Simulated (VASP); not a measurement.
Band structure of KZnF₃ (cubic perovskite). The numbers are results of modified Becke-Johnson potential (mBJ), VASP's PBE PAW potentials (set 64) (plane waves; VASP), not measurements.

mBJ is a potential without an energy functional, so only the levels count.

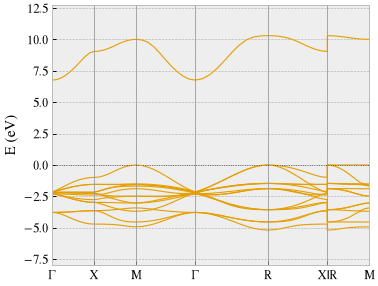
Figure. Bands along high-symmetry lines, zero at the valence-band maximum or, without a gap, the Fermi level

Task: Read the plot: is there a gap, and where are the band edges?

Result: The gap is indirect, 6.76 eV, from the valence maximum at R to the conduction minimum at Γ.

The compound is KZnF3 in the cubic perovskite structure. It was relaxed first, which changed the volume by +6 %. The cell's shape comes from a PBE relaxation.
